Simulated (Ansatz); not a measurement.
# BH5OSiZn: reading failed and doubtful runs

4 inputs were typed for BH5OSiZn. Each is run as it stands; the log then has to tell whether the result can be used.

The runs use Ansatz 0.2.0, Gaussian basis; the settings change from run to run.

**1. The relaxed structure**

An earlier PBE0-D4 in a triple-zeta def2 set relaxation fixed the geometry.

SMILES `B[O][Zn][SiH3]`, 9 atoms, charge 0, spin multiplicity 1.

Atoms are counted from 1 here; the program's logs count them from 0.

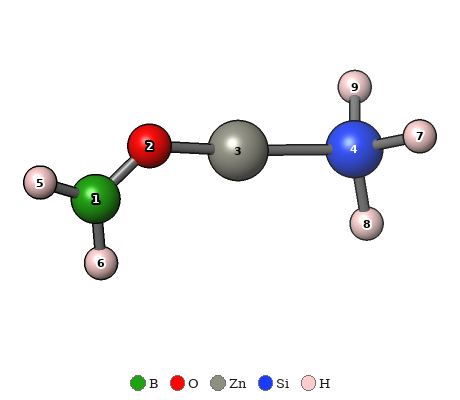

The geometry (boron green, oxygen red, zinc grey, silicon blue, hydrogen pink); atoms are numbered from 1 in the order of the file.

**2. Try 1**

The input, in.yaml:

```yaml
crystal:
  periodic: [false, false, false]
  atoms:
    - {symbol: B, position_ang: [1.323904, 2.201956, -1.058459]}
    - {symbol: O, position_ang: [0.361788, 1.821873, -0.216013]}
    - {symbol: Zn, position_ang: [-0.235922, 0.180261, 0.221806]}
    - {symbol: Si, position_ang: [-1.099366, -1.895579, 0.874774]}
    - {symbol: H, position_ang: [1.551690, 3.379910, -1.193979]}
    - {symbol: H, position_ang: [1.972688, 1.392244, -1.689318]}
    - {symbol: H, position_ang: [-2.527159, -2.019864, 0.475441]}
    - {symbol: H, position_ang: [-0.336975, -3.001199, 0.234839]}
    - {symbol: H, position_ang: [-1.010638, -2.059591, 2.350900]}
basis:
  gaussian: {orbitals: x2c-TZVPPall, fitting: {mean_field: cc-pVTZ-jkfit}}
hamiltonian: {xc: {name: B97M-V}}
accuracy: high
output: {forces: true}
```

Run with:

```sh
$ ansatz run in.yaml --threads 4 --pin off --events-out ev --progress --plain --max-ram 10444MiB
```

Standard output:

```text
Functional definition: B97M-V
  name "B97M-V"
  cite "Mardirossian & Head-Gordon, J. Chem. Phys. 142, 074111 (2015) doi:10.1063/1.4907719"
  cite "Becke, J. Chem. Phys. 107, 8554 (1997) doi:10.1063/1.475007"
  cite "Vydrov & Van Voorhis, J. Chem. Phys. 133, 244103 (2010) doi:10.1063/1.3521275"
  # Of w^i u^j: cxij and so on, Table III.
  parameter cx00 = 1.000
  parameter cx01 = 1.308
  parameter cx02 = 1.901
  parameter cx10 = 0.416
  parameter cx11 = 3.070
  parameter css00 = 1.000
  parameter css02 = -1.855
  parameter css10 = -5.668
  parameter css32 = -20.497
  parameter css42 = -20.364
  parameter cos00 = 1.000
  parameter cos01 = 1.573
  parameter cos03 = -6.298
  parameter cos10 = 2.535
  parameter cos32 = -6.427
  parameter b = 6.0
  parameter c = 0.01
  gx(w, u) = cx00 + cx01*u + cx02*u^2 + (cx10 + cx11*u)*w
  gss(w, u) = css00 + css02*u^2 + css10*w + (css32*w^3 + css42*w^4)*u^2
  gos(w, u) = cos00 + cos01*u + cos03*u^3 + cos10*w + cos32*w^3*u^2
  exchange = spin_sum(e_x_unif_s*gx(b97_w, b97_u_x))
  correlation = spin_sum(e_c_pw_mod_same_spin*gss(b97_w, b97_u_same))
      + integral(e_c_pw_mod_opposite_spin*gos(b97_w_opposite, b97_u_opposite)) + vv10(b, c)
Error: <dir> the basis set cc-pVTZ-JKFIT has no functions for Zn
```

It took 0.2 s on 4 threads of AMD EPYC 7R13, shared host.

**Diagnosis.** The program refused the input. The fitting set named has no entry for an element of this molecule. Cure: leave the fitting key out, or name a set that covers all elements and suits the basis.

**3. Try 2**

The input, in.yaml:

```yaml
crystal:
  periodic: [false, false, false]
  atoms:
    - {symbol: B, position_ang: [0.794342, 1.541369, -0.740922]}
    - {symbol: O, position_ang: [0.217073, 1.275311, -0.151209]}
    - {symbol: Zn, position_ang: [-0.141553, 0.108157, 0.133083]}
    - {symbol: Si, position_ang: [-0.769556, -1.326905, 0.524865]}
    - {symbol: H, position_ang: [1.086183, 2.365937, -0.835785]}
    - {symbol: H, position_ang: [1.380882, 0.835347, -1.182523]}
    - {symbol: H, position_ang: [-1.516295, -1.413905, 0.332809]}
    - {symbol: H, position_ang: [-0.235883, -2.100839, 0.140903]}
    - {symbol: H, position_ang: [-0.606383, -1.235755, 1.645630]}
basis:
  gaussian: {orbitals: cc-pVTZ-DK}
total_charge: -1
magnetization: {spin_polarized: true, initial_magnetization: 1}
hamiltonian: {xc: {name: wPBEh}}
output: {forces: true}
```

Same command.

Standard output (excerpt; [...] marks lines left out):

```text
Functional definition: wPBEh
  name "wPBEh"
  cite "Heyd, Scuseria & Ernzerhof, J. Chem. Phys. 118, 8207 (2003) doi:10.1063/1.1564060"
  cite "Krukau, Vydrov, Izmaylov & Scuseria, J. Chem. Phys. 125, 224106 (2006) doi:10.1063/1.2404663"
  cite "Heyd & Scuseria, J. Chem. Phys. 120, 7274 (2004) doi:10.1063/1.1668634"
  cite "Ernzerhof & Perdew, J. Chem. Phys. 109, 3313 (1998) doi:10.1063/1.476928"
  cite "Perdew, Burke & Ernzerhof, Phys. Rev. Lett. 77, 3865 (1996) doi:10.1103/PhysRevLett.77.3865"
  parent pbe
[...]
1606 factors; their error is unknown
96 factors; integrals over basis functions are off by at most 7.3e-7 eV
[...]
mean field -59501.08407615 eV, -2186.6245085152 hartree, gradient 6.3e-6 eV, S^2 0.752040; 6 other end points of the search recorded, 0 dependent functions left out
[...]
reference -59501.08412388 eV, -2186.6245102693 hartree; 32, 31 occupied and 200, 201 virtual orbitals, 1606 factors
Total energy: -59501.08412388 eV, -2186.6245102693 hartree
Relativity: scalar
Atom 0 at     0.794342     1.541369    -0.740922 Å, force    61.472315    22.832796   -64.756959 eV/Å
Atom 1 at     0.217073     1.275311    -0.151209 Å, force   -53.769383    23.008955    58.152932 eV/Å
Atom 2 at    -0.141553     0.108157     0.133083 Å, force    -8.447423   -31.978729     8.086964 eV/Å
Atom 3 at    -0.769556    -1.326905     0.524865 Å, force    50.555842     4.035185    21.301214 eV/Å
Atom 4 at     1.086183     2.365937    -0.835785 Å, force     6.251945    17.806718    -3.291508 eV/Å
Atom 5 at     1.380882     0.835347    -1.182523 Å, force     5.769380    -5.410762    -5.480614 eV/Å
Atom 6 at    -1.516295    -1.413905     0.332809 Å, force   -77.445896    -9.811657   -19.162676 eV/Å
Atom 7 at    -0.235883    -2.100839     0.140903 Å, force    13.973714   -21.074970    -9.709110 eV/Å
Atom 8 at    -0.606383    -1.235755     1.645630 Å, force     1.639506     0.592465    14.859756 eV/Å
Dipole moment:    -0.027580    -0.108102     0.288246 e Å
```

It took 27 s on 4 threads of AMD EPYC 7R13, shared host; peak memory 1.1 GiB.

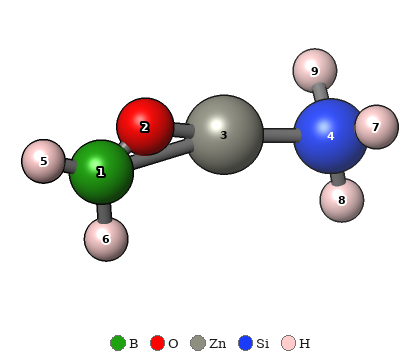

The geometry of this input.

What is wrong: The run converged, but a converged run isn't a right one. The geometry is squeezed well below its size. The shortest distance is 0.78 Å (Si4–H7), against 1.21 Å in the relaxed molecule. It also asks for charge -1 and multiplicity 2, another species or state than the molecule above. Its energy is no property of the relaxed molecule. Fix: use the relaxed coordinates, and set charge and spin to those of the species named.

**4. Try 3**

The input, in.yaml:

```yaml
crystal:
  periodic: [false, false, false]
  atoms:
    - {symbol: B, position_ang: [1.323904, 2.201956, -1.058459]}
    - {symbol: O, position_ang: [0.361788, 1.821873, -0.216013]}
    - {symbol: Zn, position_ang: [-0.235922, 0.180261, 0.221806]}
    - {symbol: Si, position_ang: [-1.099366, -1.895579, 0.874774]}
    - {symbol: H, position_ang: [1.551690, 3.379910, -1.193979]}
    - {symbol: H, position_ang: [1.972688, 1.392244, -1.689318]}
    - {symbol: H, position_ang: [-2.527159, -2.019864, 0.475441]}
    - {symbol: H, position_ang: [-0.336975, -3.001199, 0.234839]}
    - {symbol: H, position_ang: [-1.010638, -2.059591, 2.350900]}
basis:
  gaussian: {orbitals: def2-TZVPD}
total_charge: 1
magnetization: {spin_polarized: true, initial_magnetization: 1}
hamiltonian: {xc: {name: TPSS}}
output: {forces: true}
```

Launched as before.

Standard output:

```text
Error: YAML parse error: error: line 17 column 19: hamiltonian.xc: no functional is named "TPSS"; the names, which are not case-sensitive, are SVWN5, SPW92, PBE, PBE0, PBEsol, revPBE, revPBE0, RPBE, rPW86-PBE, HSE06, wPBEh, LC-wPBE, HISS, HF, BLYP, B3LYP, B3LYP5, BHLYP, CAM-B3LYP, r2SCAN, r2SCANh, r2SCAN0, r2SCAN50, m-r2SCAN, B97, wB97, wB97X, wB97X-V, B97M-V, wB97M-V, B2PLYP, B2GP-PLYP, PBE0-DH, PBE-QIDH
  --> <input>:17:19
   |
15 | total_charge: 1
16 | magnetization: {spin_polarized: true, initial_magnetization: 1}
17 | hamiltonian: {xc: {name: TPSS}}
   |                   ^ hamiltonian.xc: no functional is named "TPSS"; the names, which are not case-sensitive, are SVWN5, SPW92, PBE, PBE0, PBEsol, revPBE, revPBE0, RPBE, rPW86-PBE, HSE06, wPBEh, LC-wPBE, HISS, HF, BLYP, B3LYP, B3LYP5, BHLYP, CAM-B3LYP, r2SCAN, r2SCANh, r2SCAN0, r2SCAN50, m-r2SCAN, B97, wB97, wB97X, wB97X-V, B97M-V, wB97M-V, B2PLYP, B2GP-PLYP, PBE0-DH, PBE-QIDH
18 | output: {forces: true}
   |
```

It took 0.05 s on 4 threads of AMD EPYC 7R13, shared host.

Diagnosis: Refused before any calculation. The method's name isn't one that the program takes here. It also asks for charge 1 and multiplicity 2, another species or state than the molecule above. To mend it, name a functional that the program knows, and set charge and spin to those of the species named.

**5. Try 4**

The input, in.yaml:

```yaml
crystal:
  periodic: [false, false, false]
  atoms:
    - {symbol: B, position_ang: [1.323904, 2.201956, -1.058459]}
    - {symbol: O, position_ang: [0.361788, 1.821873, -0.216013]}
    - {symbol: Zn, position_ang: [-0.235922, 0.180261, 0.221806]}
    - {symbol: Si, position_ang: [-1.099366, -1.895579, 0.874774]}
    - {symbol: H, position_ang: [2.022688, 1.442244, -1.639318]}
    - {symbol: H, position_ang: [1.972688, 1.392244, -1.689318]}
    - {symbol: H, position_ang: [-2.527159, -2.019864, 0.475441]}
    - {symbol: H, position_ang: [-0.336975, -3.001199, 0.234839]}
    - {symbol: H, position_ang: [-1.010638, -2.059591, 2.350900]}
basis:
  gaussian: {orbitals: def2-SVPD, final_grid: {core_spheres: 8, valence_spheres: 7, degree: 23}, nuclear_model: gaussian}
total_charge: -1
magnetization: {spin_polarized: true, initial_magnetization: 1}
hamiltonian: {xc: {name: r2SCAN0}, dispersion: d3bj}
scf: {lower_state_search: light}
output: {forces: true}
```

Launched as before.

Standard output (excerpt; [...] marks lines left out):

```text
Warning: the engine holds no damping parameters fitted to this dispersion correction and functional, so the run takes those fitted to r2scan0 beside the three-body term, which d3bj leaves out (hamiltonian.dispersion, under Limitations)
Functional definition: r2SCAN0
  name "r2SCAN0"
  cite "Bursch, Neugebauer, Ehlert & Grimme, J. Chem. Phys. 156, 134105 (2022) doi:10.1063/5.0086040"
  cite "Furness, Kaplan, Ning, Perdew & Sun, J. Phys. Chem. Lett. 11, 8208 (2020) doi:10.1021/acs.jpclett.0c02405"
  cite "Furness, Kaplan, Ning, Perdew & Sun, J. Phys. Chem. Lett. 11, 9248 (2020) doi:10.1021/acs.jpclett.0c03077"
  parent r2scan
[...]
1356 factors; integrals over basis functions are off by at most 9.7e-4 eV
[...]
a density is far from that of the atoms, so the factors are made again for it
1393 factors; integrals over basis functions are off by at most 9.7e-4 eV
mean field -58958.00311537 eV, -2166.6666513201 hartree, gradient 8.6e-6 eV, S^2 1.066576; 0 other end points of the search recorded, 0 dependent functions left out
[...]
reference -58958.00313837 eV, -2166.6666521652 hartree; 32, 31 occupied and 109, 110 virtual orbitals, 1393 factors
Total energy: -58958.05597528 eV, -2166.6685938859 hartree
Atom 0 at     1.323904     2.201956    -1.058459 Å, force    -4.105578     6.229675     3.814268 eV/Å
Atom 1 at     0.361788     1.821873    -0.216013 Å, force     2.170658     0.406875    -1.858701 eV/Å
Atom 2 at    -0.235922     0.180261     0.221806 Å, force     0.140396    -1.636365    -0.254704 eV/Å
Atom 3 at    -1.099366    -1.895579     0.874774 Å, force     0.110975     1.175994    -0.043871 eV/Å
Atom 4 at     2.022688     1.442244    -1.639318 Å, force  1094.149763  1091.494385  1091.931542 eV/Å
Atom 5 at     1.972688     1.392244    -1.689318 Å, force -1092.065851 -1096.666608 -1093.914008 eV/Å
Atom 6 at    -2.527159    -2.019864     0.475441 Å, force    -0.271882    -0.358880    -0.055691 eV/Å
Atom 7 at    -0.336975    -3.001199     0.234839 Å, force    -0.108795    -0.243423     0.095033 eV/Å
Atom 8 at    -1.010638    -2.059591     2.350900 Å, force    -0.019687    -0.401653     0.286133 eV/Å
Dipole moment:    -0.477706    -0.756124     0.428004 e Å
```

It took 38 s on 4 threads of AMD EPYC 7R13, shared host; peak memory 0.62 GiB.

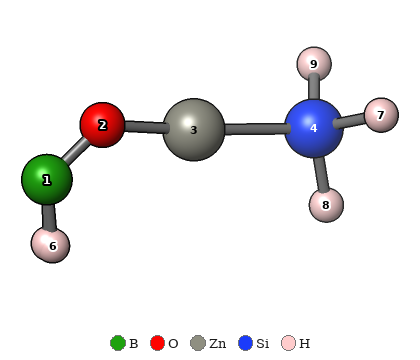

The geometry of this input.

**Diagnosis.** It ended without an error, which proves nothing about the input. One atom was put on top of another. The shortest distance is 0.09 Å (H5–H6), against 1.21 Å in the relaxed molecule. It also asks for charge -1 and multiplicity 2, another species or state than the molecule above. Its energy is no property of the relaxed molecule. To mend it, restore the atom's position, and set charge and spin to those of the species named.

**6. Summary**

| try | level | ended | cause | time |
| --- | --- | --- | --- | --- |
| 1 | B97M-V/x2c-TZVPPall | refused | the fitting set named has no entry for an element of this molecule | 0.2 s |
| 2 | wPBEh/cc-pVTZ-DK | converged | the geometry is squeezed well below its size | 27 s |
| 3 | TPSS/def2-TZVPD | refused | the method's name isn't one that the program takes here | 0.05 s |
| 4 | r2SCAN0/def2-SVPD | converged | one atom was put on top of another | 38 s |

**Reading.** 2 refused, 2 converged. A refusal costs next to no computing time. The dangerous case is the input that converges on a wrong geometry, charge, spin, basis or grid: often only a look at the input shows it.
